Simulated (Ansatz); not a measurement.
Run report: CH$_{6}$NPSi, molecular dynamics (part 2 of 3)

Continued. System: CH$_{6}$NPSi. Method: RKS r2SCAN/def2-SVP (Ansatz 0.2.0). The geometry comes from this level: PBE0-D4/def2-TZVP.

Geometry of the input (Å):
```
P  -2.1265  0.9358  -0.0679
Si 0.0345  0.5483  0.3530
C  0.7770  -1.1046  0.6102
N  0.9677  -0.4337  -0.7135
H  -2.1916  -0.1361  -0.9962
H  -1.8384  1.9065  -1.0662
H  0.6775  1.6906  1.0490
H  1.6458  -1.1716  1.2644
H  0.2153  -2.0340  0.5584
H  1.9219  -0.2524  -0.9881
```

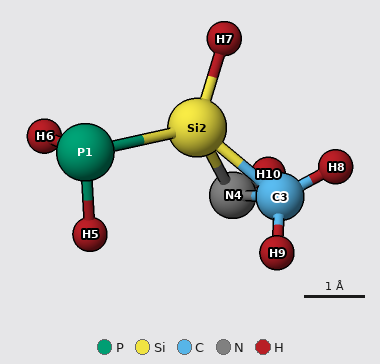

Fig. 1: The geometry at step 19 of the log (ball-and-stick view, seen at a tilt; atoms are numbered from 1 in the order of the input).

### Trajectory as extended XYZ, continued
```
10
Properties=species:S:1:pos:R:3:forces:R:3 step=7 time_fs=7.0 energy=-19779.58624 temperature=404.3
P    -2.1407    0.9394   -0.0043    0.3948  -0.0761   0.0620
Si    0.0548    0.5651    0.3515    0.0719   0.7414  -0.6420
C     0.7648   -1.0782    0.5795   -0.5018  -2.1314  -0.2267
N     0.9823   -0.5011   -0.7645   -0.9034   1.4486   0.1977
H    -2.0866   -0.2475   -0.8211   -0.1676   0.4168  -0.2070
H    -1.8161    1.9300   -1.0052   -0.1991  -0.4144  -0.0766
H     0.7546    1.7578    0.9833   -0.1363  -0.4860  -0.1547
H     1.5281   -1.2190    1.3482    0.6509   0.0129  -0.0588
H     0.1445   -2.0220    0.4566    0.4788   0.8413   0.5387
H     1.8622   -0.2080   -1.1912    0.3119  -0.3530   0.5675
10
Properties=species:S:1:pos:R:3:forces:R:3 step=8 time_fs=8.0 energy=-19779.52914 temperature=386.8
P    -2.1431    0.9385    0.0067    0.6091   0.5868  -0.2259
Si    0.0591    0.5681    0.3499   -0.0891   0.4359  -0.8067
C     0.7653   -1.0777    0.5757   -0.9773  -2.1875  -0.4586
N     0.9839   -0.5086   -0.7719   -0.8382   1.5244   0.2144
H    -2.0706   -0.2393   -0.7949   -0.1918   0.1510  -0.4021
H    -1.8051    1.9463   -1.0259   -0.3529  -0.8363   0.3730
H     0.7525    1.7417    0.9740    0.0375  -0.2212  -0.0297
H     1.5071   -1.2193    1.3479    1.0167  -0.0371   0.2121
H     0.1271   -2.0210    0.4701    0.6103   1.0022   0.4565
H     1.8650   -0.2070   -1.2008    0.1758  -0.4183   0.6670
10
Properties=species:S:1:pos:R:3:forces:R:3 step=9 time_fs=9.0 energy=-19779.49130 temperature=317.3
P    -2.1448    0.9377    0.0181    0.7491   1.0662  -0.3442
Si    0.0640    0.5709    0.3476   -0.2911   0.0522  -0.9829
C     0.7655   -1.0786    0.5716   -1.0892  -1.9723  -0.4961
N     0.9859   -0.5141   -0.7786   -0.7094   1.5597   0.1953
H    -2.0596   -0.2259   -0.7758   -0.2046  -0.1517  -0.5813
H    -1.7982    1.9484   -1.0414   -0.4442  -1.0285   0.6404
H     0.7509    1.7219    0.9624    0.2519   0.1234   0.1410
H     1.4955   -1.2178    1.3478    1.2016  -0.0540   0.3399
H     0.1189   -2.0117    0.4873    0.5539   0.8893   0.3249
H     1.8739   -0.2079   -1.2031   -0.0179  -0.4843   0.7630
10
Properties=species:S:1:pos:R:3:forces:R:3 step=10 time_fs=10.0 energy=-19779.48660 temperature=310.5
P    -2.1462    0.9372    0.0294    0.8449   1.3508  -0.3934
Si    0.0690    0.5739    0.3452   -0.4705  -0.3396  -1.1284
C     0.7645   -1.0814    0.5670   -0.7480  -1.5433  -0.2604
N     0.9881   -0.5173   -0.7839   -0.5800   1.5555   0.1636
H    -2.0529   -0.2142   -0.7621   -0.2108  -0.3898  -0.6995
H    -1.7941    1.9406   -1.0507   -0.4960  -1.0788   0.7815
H     0.7531    1.7036    0.9513    0.4527   0.4569   0.3106
H     1.4981   -1.2162    1.3473    1.0783  -0.0305   0.2073
H     0.1169   -1.9969    0.5033    0.3451   0.5505   0.1919
H     1.8871   -0.2115   -1.1979   -0.2156  -0.5317   0.8267
10
Properties=species:S:1:pos:R:3:forces:R:3 step=11 time_fs=11.0 energy=-19779.50502 temperature=348.1
P    -2.1479    0.9373    0.0404    0.9432   1.4129  -0.4881
Si    0.0748    0.5772    0.3429   -0.6048  -0.6627  -1.2180
C     0.7619   -1.0857    0.5624   -0.0726  -0.9371   0.1254
N     0.9907   -0.5186   -0.7887   -0.5902   1.4734   0.2150
H    -2.0504   -0.2076   -0.7555   -0.2172  -0.4750  -0.6969
H    -1.7885    1.9250   -1.0562   -0.5341  -1.0445   0.8510
H     0.7598    1.6882    0.9476    0.5965   0.7042   0.4349
H     1.5115   -1.2118    1.3463    0.7373   0.0012  -0.0950
H     0.1168   -1.9794    0.5200    0.0300   0.0496   0.0658
H     1.9008   -0.2198   -1.1859   -0.2881  -0.5219   0.8058
10
Properties=species:S:1:pos:R:3:forces:R:3 step=12 time_fs=12.0 energy=-19779.54156 temperature=419.0
P    -2.1491    0.9383    0.0515    1.0174   1.1909  -0.5948
Si    0.0809    0.5800    0.3401   -0.6511  -0.8497  -1.2394
C     0.7581   -1.0901    0.5590    0.8770  -0.1178   0.5159
N     0.9943   -0.5175   -0.7939   -0.8663   1.2583   0.4276
H    -2.0539   -0.2065   -0.7566   -0.2272  -0.3808  -0.5551
H    -1.7831    1.9003   -1.0528   -0.5406  -0.8906   0.7968
H     0.7710    1.6763    0.9504    0.6529   0.8246   0.4914
H     1.5339   -1.2019    1.3439    0.2679   0.0144  -0.4615
H     0.1180   -1.9586    0.5408   -0.4053  -0.6294  -0.0496
H     1.9121   -0.2353   -1.1685   -0.1248  -0.4199   0.6687
10
Properties=species:S:1:pos:R:3:forces:R:3 step=13 time_fs=13.0 energy=-19779.58369 temperature=433.9
P    -2.1495    0.9400    0.0622    1.0229   0.7518  -0.5559
Si    0.0868    0.5819    0.3368   -0.5944  -0.8365  -1.1416
C     0.7552   -1.0935    0.5566    1.7302   0.5762   0.8167
N     0.9973   -0.5150   -0.7988   -1.2045   0.9967   0.6535
H    -2.0639   -0.2061   -0.7630   -0.2323  -0.2303  -0.3573
H    -1.7807    1.8651   -1.0366   -0.4872  -0.5640   0.5445
H     0.7879    1.6702    0.9576    0.5905   0.7730   0.4490
H     1.5616   -1.1893    1.3382   -0.2064  -0.0036  -0.7770
H     0.1163   -1.9423    0.5629   -0.7420  -1.1709  -0.1226
H     1.9225   -0.2516   -1.1453    0.1232  -0.2925   0.4907
10
Properties=species:S:1:pos:R:3:forces:R:3 step=14 time_fs=14.0 energy=-19779.63835 temperature=458.7
P    -2.1494    0.9418    0.0724    0.9392   0.1429  -0.3297
Si    0.0919    0.5830    0.3329   -0.4195  -0.6021  -0.9189
C     0.7534   -1.0953    0.5547    1.9353   0.6440   0.9258
N     0.9988   -0.5117   -0.8032   -1.4574   0.7506   0.8208
H    -2.0783   -0.2062   -0.7717   -0.2288  -0.0755  -0.1342
H    -1.7824    1.8203   -1.0140   -0.3618  -0.0640   0.0837
H     0.8120    1.6711    0.9691    0.3932   0.5344   0.2944
H     1.5857   -1.1754    1.3256   -0.5179  -0.0651  -0.9103
H     0.1049   -1.9402    0.5803   -0.6211  -1.0970  -0.1523
H     1.9335   -0.2700   -1.1186    0.3389  -0.1682   0.3207
10
Properties=species:S:1:pos:R:3:forces:R:3 step=15 time_fs=15.0 energy=-19779.67674 temperature=466.9
P    -2.1487    0.9430    0.0821    0.7877  -0.5088   0.0379
Si    0.0960    0.5838    0.3284   -0.1350  -0.2153  -0.5864
C     0.7525   -1.0965    0.5538    1.4794   0.2180   0.8201
N     0.9998   -0.5077   -0.8068   -1.4724   0.5643   0.8887
H    -2.0945   -0.2072   -0.7787   -0.2174   0.0500   0.0740
H    -1.7883    1.7746   -0.9925   -0.1893   0.5079  -0.5018
H     0.8409    1.6792    0.9876    0.0848   0.1469   0.0441
H     1.6018   -1.1612    1.3047   -0.5921  -0.1637  -0.8185
H     0.0865   -1.9521    0.5890   -0.1187  -0.5213  -0.1623
H     1.9484   -0.2890   -1.0884    0.3730  -0.0779   0.2042
10
Properties=species:S:1:pos:R:3:forces:R:3 step=16 time_fs=16.0 energy=-19779.65990 temperature=475.5
P    -2.1474    0.9433    0.0916    0.6218  -1.0616   0.4406
Si    0.1001    0.5849    0.3228    0.1317   0.1535  -0.2194
C     0.7532   -1.0973    0.5536    0.7115  -0.2858   0.5558
N     0.9994   -0.5043   -0.8095   -1.1716   0.4505   0.8217
H    -2.1138   -0.2081   -0.7825   -0.1950   0.1236   0.2426
H    -1.7961    1.7331   -0.9770   -0.0201   1.0314  -1.0790
H     0.8706    1.6888    1.0103   -0.2245  -0.2289  -0.2165
H     1.6128   -1.1458    1.2749   -0.4433  -0.2834  -0.5289
H     0.0688   -1.9706    0.5942    0.4452   0.1430  -0.1644
H     1.9665   -0.3039   -1.0554    0.1444  -0.0423   0.1476
10
Properties=species:S:1:pos:R:3:forces:R:3 step=17 time_fs=17.0 energy=-19779.60560 temperature=431.1
P    -2.1454    0.9435    0.1013    0.5108  -1.4018   0.6545
Si    0.1043    0.5862    0.3167    0.3321   0.4352   0.1119
C     0.7550   -1.0979    0.5533   -0.0578  -0.6028   0.2253
N     0.9978   -0.5008   -0.8117   -0.7497   0.3384   0.7117
H    -2.1372   -0.2096   -0.7839   -0.1595   0.1887   0.3892
H    -1.8067    1.7037   -0.9713    0.0771   1.3454  -1.4348
H     0.8999    1.6944    1.0315   -0.4777  -0.5034  -0.4291
H     1.6211   -1.1302    1.2413   -0.1483  -0.3969  -0.1430
H     0.0578   -1.9863    0.5987    0.8357   0.6017  -0.1625
H     1.9838   -0.3190   -1.0203   -0.1629  -0.0045   0.0768
10
Properties=species:S:1:pos:R:3:forces:R:3 step=18 time_fs=18.0 energy=-19779.56403 temperature=415.5
P    -2.1427    0.9436    0.1109    0.5155  -1.4204   0.4686
Si    0.1086    0.5873    0.3105    0.4859   0.6542   0.3985
C     0.7574   -1.0984    0.5529   -0.7479  -0.6880  -0.1483
N     0.9963   -0.4973   -0.8134   -0.3426   0.2108   0.6062
H    -2.1624   -0.2129   -0.7822   -0.1132   0.2678   0.5114
H    -1.8207    1.6927   -0.9785    0.0440   1.3125  -1.3549
H     0.9279    1.6956    1.0511   -0.6816  -0.6948  -0.5994
H     1.6260   -1.1161    1.2078    0.2734  -0.4874   0.3011
H     0.0561   -1.9943    0.6019    0.9965   0.7869  -0.1524
H     1.9989   -0.3353   -0.9839   -0.4300   0.0584  -0.0308
10
Properties=species:S:1:pos:R:3:forces:R:3 step=19 time_fs=19.0 energy=-19779.55267 temperature=411.1
P    -2.1396    0.9432    0.1208    0.6093  -1.1409  -0.0882
Si    0.1126    0.5887    0.3043    0.5981   0.7569   0.6265
C     0.7596   -1.1000    0.5522   -1.1897  -0.5066  -0.4742
N     0.9951   -0.4943   -0.8137   -0.0462   0.0771   0.4919
H    -2.1886   -0.2188   -0.7748   -0.0586   0.3509   0.5982
H    -1.8331    1.6963   -0.9982   -0.0934   0.9727  -0.8655
H     0.9521    1.6878    1.0685   -0.8191  -0.7776  -0.7102
H     1.6325   -1.1041    1.1753    0.6720  -0.5554   0.7064
H     0.0638   -1.9931    0.6025    0.9255   0.6777  -0.1261
H     2.0095   -0.3537   -0.9509   -0.5980   0.1452  -0.1589
10
Properties=species:S:1:pos:R:3:forces:R:3 step=20 time_fs=20.0 energy=-19779.55570 temperature=433.2
P    -2.1364    0.9422    0.1307    0.7158  -0.6979  -0.7641
Si    0.1157    0.5905    0.2984    0.6580   0.7288   0.7958
C     0.7623   -1.1026    0.5511   -1.2597  -0.0788  -0.6658
N     0.9937   -0.4914   -0.8125    0.1070  -0.0573   0.3677
H    -2.2137   -0.2238   -0.7615   -0.0065   0.3847   0.6289
H    -1.8466    1.7072   -1.0272   -0.2491   0.5121  -0.1995
H     0.9693    1.6697    1.0820   -0.8796  -0.7494  -0.7530
H     1.6443   -1.0957    1.1464    0.8854  -0.6019   0.9591
H     0.0805   -1.9856    0.5963    0.6453   0.3037  -0.0639
H     2.0140   -0.3726   -0.9218   -0.6166   0.2561  -0.3051
10
Properties=species:S:1:pos:R:3:forces:R:3 step=21 time_fs=21.0 energy=-19779.55226 temperature=408.8
P    -2.1330    0.9412    0.1402    0.7780  -0.3008  -1.3318
Si    0.1188    0.5932    0.2922    0.6390   0.6126   0.9094
C     0.7659   -1.1048    0.5489   -0.8774   0.4735  -0.6079
N     0.9924   -0.4883   -0.8107    0.0222  -0.1941   0.2619
H    -2.2328   -0.2288   -0.7445    0.0317   0.3884   0.6289
H    -1.8654    1.7185   -1.0582   -0.3506   0.1149   0.3874
H     0.9775    1.6452    1.0913   -0.8606  -0.6346  -0.7346
H     1.6627   -1.0909    1.1267    0.7549  -0.6234   0.9512
H     0.1042   -1.9769    0.5856    0.2341  -0.2245   0.0111
H     2.0106   -0.3905   -0.8959   -0.3712   0.3880  -0.4756
10
Properties=species:S:1:pos:R:3:forces:R:3 step=22 time_fs=22.0 energy=-19779.54140 temperature=413.5
P    -2.1300    0.9401    0.1489    0.8108   0.0406  -1.7296
Si    0.1225    0.5971    0.2864    0.5058   0.4224   0.9567
C     0.7688   -1.1056    0.5463   -0.0552   1.0032  -0.2524
N     0.9912   -0.4850   -0.8078   -0.1553  -0.3233   0.1589
H    -2.2473   -0.2344   -0.7218    0.0558   0.3558   0.5850
H    -1.8873    1.7286   -1.0864   -0.4004  -0.1973   0.8446
H     0.9780    1.6150    1.0950   -0.7534  -0.4243  -0.6383
H     1.6868   -1.0941    1.1212    0.2102  -0.6050   0.6416
H     0.1301   -1.9706    0.5731   -0.2159  -0.7831   0.0717
H     2.0034   -0.4067   -0.8743   -0.0024   0.5109  -0.6382
10
Properties=species:S:1:pos:R:3:forces:R:3 step=23 time_fs=23.0 energy=-19779.51279 temperature=433.5
P    -2.1267    0.9387    0.1569    0.8207   0.4257  -1.8998
Si    0.1267    0.6016    0.2816    0.2461   0.1358   0.9024
C     0.7706   -1.1057    0.5435    0.8782   1.3546   0.2443
N     0.9895   -0.4820   -0.8043   -0.1755  -0.4248   0.0405
H    -2.2617   -0.2358   -0.6903    0.0654   0.2036   0.4425
H    -1.9127    1.7377   -1.1093   -0.4069  -0.4335   1.1754
H     0.9730    1.5787    1.0917   -0.5429  -0.0969  -0.4348
H     1.7146   -1.1069    1.1258   -0.5327  -0.5384   0.1840
H     0.1544   -1.9698    0.5576   -0.5861  -1.2274   0.1163
H     1.9983   -0.4197   -0.8554    0.2337   0.6012  -0.7710
10
Properties=species:S:1:pos:R:3:forces:R:3 step=24 time_fs=24.0 energy=-19779.47548 temperature=414.5
P    -2.1225    0.9371    0.1645    0.8143   0.8841  -1.8239
Si    0.1311    0.6054    0.2774   -0.1101  -0.1920   0.7542
C     0.7730   -1.1044    0.5406    1.3433   1.2129   0.6372
N     0.9886   -0.4793   -0.8011   -0.0728  -0.4988  -0.0778
H    -2.2748   -0.2315   -0.6513    0.0472  -0.0987   0.1891
H    -1.9434    1.7466   -1.1220   -0.3724  -0.5983   1.3745
H     0.9641    1.5406    1.0864   -0.2506   0.3047  -0.1507
H     1.7381   -1.1243    1.1316   -1.0780  -0.4268  -0.1692
H     0.1747   -1.9801    0.5437   -0.6595  -1.2426   0.1326
H     1.9961   -0.4270   -0.8421    0.3385   0.6557  -0.8659
10
Properties=species:S:1:pos:R:3:forces:R:3 step=25 time_fs=25.0 energy=-19779.45416 temperature=440.0
P    -2.1172    0.9353    0.1720    0.7923   1.3362  -1.5915
Si    0.1351    0.6084    0.2732   -0.5229  -0.5289   0.5446
C     0.7770   -1.1018    0.5386    1.1180   0.4503   0.8197
N     0.9888   -0.4764   -0.7986    0.1115  -0.5611  -0.1647
H    -2.2811   -0.2261   -0.6105   -0.0026  -0.4812  -0.1050
H    -1.9787    1.7510   -1.1246   -0.3063  -0.6871   1.4553
H     0.9509    1.5037    1.0835    0.0991   0.7400   0.1851
H     1.7481   -1.1464    1.1379   -1.2584  -0.2692  -0.3482
H     0.1899   -2.0044    0.5332   -0.3808  -0.6757   0.1241
H     1.9965   -0.4275   -0.8362    0.3503   0.6765  -0.9195
10
Properties=species:S:1:pos:R:3:forces:R:3 step=26 time_fs=26.0 energy=-19779.43870 temperature=364.7
P    -2.1114    0.9339    0.1787    0.7476   1.6389  -1.2682
Si    0.1390    0.6111    0.2696   -0.9237  -0.8393   0.3164
C     0.7821   -1.0992    0.5368    0.5999  -0.5373   0.8515
N     0.9899   -0.4735   -0.7963    0.3606  -0.6054  -0.2425
H    -2.2838   -0.2256   -0.5721   -0.0580  -0.8110  -0.3471
H    -2.0168    1.7478   -1.1153   -0.2208  -0.6848   1.3939
H     0.9369    1.4734    1.0833    0.4429   1.1381   0.5210
H     1.7504   -1.1695    1.1401   -1.2256  -0.1111  -0.3999
H     0.2003   -2.0367    0.5262    0.0222   0.1490   0.1046
H     1.9994   -0.4218   -0.8382    0.2549   0.6630  -0.9297
10
Properties=species:S:1:pos:R:3:forces:R:3 step=27 time_fs=27.0 energy=-19779.44000 temperature=390.0
P    -2.1060    0.9323    0.1850    0.6756   1.6739  -0.9379
Si    0.1431    0.6135    0.2665   -1.1685  -0.9748   0.2227
C     0.7874   -1.0972    0.5352    0.1123  -1.3418   0.7854
N     0.9910   -0.4707   -0.7940    0.7421  -0.6300  -0.3591
H    -2.2865   -0.2354   -0.5371   -0.0863  -0.9394  -0.4573
H    -2.0562    1.7405   -1.0943   -0.1325  -0.6136   1.2002
H     0.9326    1.4556    1.0857    0.6256   1.3461   0.7063
H     1.7490   -1.1909    1.1345   -1.0477   0.0238  -0.3292
H     0.2113   -2.0683    0.5252    0.3112   0.8489   0.0591
H     2.0058   -0.4092   -0.8466   -0.0318   0.6069  -0.8904
10
Properties=species:S:1:pos:R:3:forces:R:3 step=28 time_fs=28.0 energy=-19779.47768 temperature=436.6
P    -2.1002    0.9300    0.1917    0.5707   1.4370  -0.5894
Si    0.1469    0.6149    0.2635   -1.2031  -0.8676   0.3529
C     0.7927   -1.0962    0.5344   -0.3044  -1.8172   0.6201
N     0.9916   -0.4674   -0.7914    1.2624  -0.6395  -0.5231
H    -2.2866   -0.2521   -0.5079   -0.0878  -0.8835  -0.4476
H    -2.0976    1.7279   -1.0637   -0.0470  -0.4537   0.8741
H     0.9385    1.4500    1.0927    0.5913   1.3112   0.6704
H     1.7408   -1.2128    1.1262   -0.6896   0.1496  -0.1521
H     0.2282   -2.0932    0.5272    0.3918   1.2644  -0.0138
H     2.0148   -0.3888   -0.8627   -0.4843   0.4993  -0.7915
10
Properties=species:S:1:pos:R:3:forces:R:3 step=29 time_fs=29.0 energy=-19779.53482 temperature=487.6
P    -2.0937    0.9273    0.1979    0.4463   0.9586  -0.1564
Si    0.1505    0.6150    0.2612   -1.1046  -0.6185   0.5934
C     0.7961   -1.0959    0.5356   -0.6664  -1.9332   0.2854
N     0.9923   -0.4636   -0.7889    1.6161  -0.6240  -0.6959
H    -2.2863   -0.2745   -0.4824   -0.0666  -0.6856  -0.3584
H    -2.1418    1.7114   -1.0257    0.0241  -0.1937   0.3942
H     0.9489    1.4524    1.1034    0.4271   1.1348   0.4983
H     1.7266   -1.2322    1.1140   -0.1340   0.2359   0.1651
H     0.2501   -2.1068    0.5289    0.2834   1.3737  -0.0902
H     2.0198   -0.3623   -0.8880   -0.8255   0.3520  -0.6355
10
Properties=species:S:1:pos:R:3:forces:R:3 step=30 time_fs=30.0 energy=-19779.58067 temperature=560.3
P    -2.0865    0.9248    0.2040    0.3153   0.2057   0.3217
Si    0.1537    0.6141    0.2595   -0.9056  -0.2653   0.8828
C     0.7969   -1.0951    0.5387   -0.8747  -1.7443  -0.1350
N     0.9941   -0.4603   -0.7867    1.6222  -0.5583  -0.8482
H    -2.2867   -0.3044   -0.4614   -0.0136  -0.2989  -0.1754
H    -2.1863    1.6927   -0.9840    0.0571   0.1537  -0.2158
H     0.9622    1.4614    1.1186    0.1734   0.8579   0.2265
H     1.7114   -1.2481    1.0997    0.4953   0.2829   0.5545
H     0.2739   -2.1071    0.5300    0.0248   1.1897  -0.1642
H     2.0163   -0.3290   -0.9209   -0.8943   0.1769  -0.4470
10
Properties=species:S:1:pos:R:3:forces:R:3 step=31 time_fs=31.0 energy=-19779.57885 temperature=588.2
P    -2.0787    0.9227    0.2107    0.2299  -0.6135   0.8645
Si    0.1567    0.6123    0.2582   -0.6427   0.1487   1.1909
C     0.7963   -1.0942    0.5420   -0.7694  -1.3420  -0.4435
N     0.9974   -0.4577   -0.7848    1.2600  -0.4675  -0.9423
H    -2.2842   -0.3358   -0.4404    0.0360   0.0991   0.0025
H    -2.2308    1.6723   -0.9436    0.0378   0.5484  -0.8845
H     0.9748    1.4796    1.1373   -0.1233   0.5098  -0.1089
H     1.7010   -1.2660    1.0885    0.9584   0.3414   0.8457
H     0.2983   -2.0975    0.5292   -0.3510   0.7524  -0.2379
H     2.0029   -0.2941   -0.9579   -0.6357   0.0232  -0.2865
```
